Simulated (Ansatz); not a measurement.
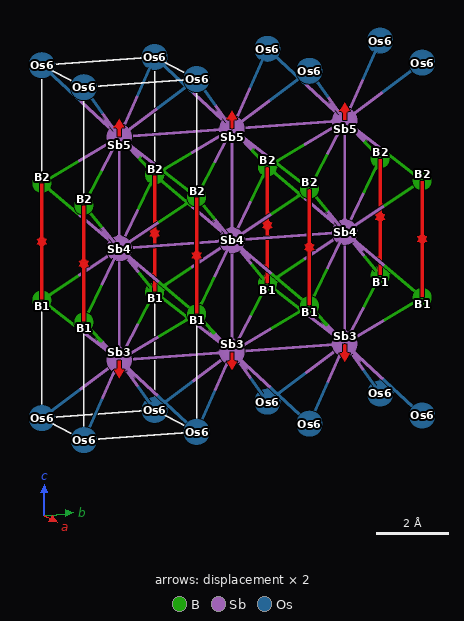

A relaxation of crystalline B2Sb3Os (a generated structure, set up in P4/mmm) (coarse preliminary run). The starting structure is drawn; red arrows show the displacements (the part carried along by the change of the cell is left out), magnified 2 times.

A ball-and-stick model of the cell of the calculation, repeated 1 × 3 × 1 with one cell outlined, seen slightly off an axis.

The calculation used DFT PBE, scalar-relativistic, plane waves, PAW (Ansatz 0.2.0). (plane-wave cutoff 420 eV; k-point mesh 6 × 6 × 2; occupations gaussian; smearing width 0.1 eV; no spin polarisation; cell and atoms relaxed; force threshold 0.04 eV/Å; at most 70 steps)

**Atoms of which element are displaced furthest, and by how much?**

Boron: up to 0.94 Å, against 0.29 Å for antimony.

**Describe the change and its energy.**

The energy falls by 1.836 eV per cell of the calculation in 13 accepted moves (16 points after the start). Largest force component: 1.2 eV/Å at the start, 0.016 eV/Å at the end. Pressure: −10.11 GPa at the start and 0.07 GPa at the end. The line search rejected the trial steps at points 10, 11 of the run. At 1 point the geometry stayed and the basis and grid were re-selected for the new cell (energy shift of 2.8 meV per cell of the calculation at most each time). The largest moves relative to the cell, 0.94 Å, are those of B1 and B2. B2 goes along −c. Largest moves by element: B 0.94 Å, Sb 0.29 Å. Os stays in place. The volume changes by +1.6 %, with a = b 3.359 → 3.270 Å (−2.7 %), c 10.043 → 10.764 Å (+7.2 %). Near-neighbour distances that change, for instance: B1–B2 3.329 → 1.681 Å, B1–Sb3 2.815 → 3.670 Å, Sb3–Sb4 3.176 → 3.691 Å, B1–Sb4 2.900 → 2.460 Å. New bonds form: B1–B2 (3.33 → 1.68 Å). The space group stays P4/mmm (No. 123).
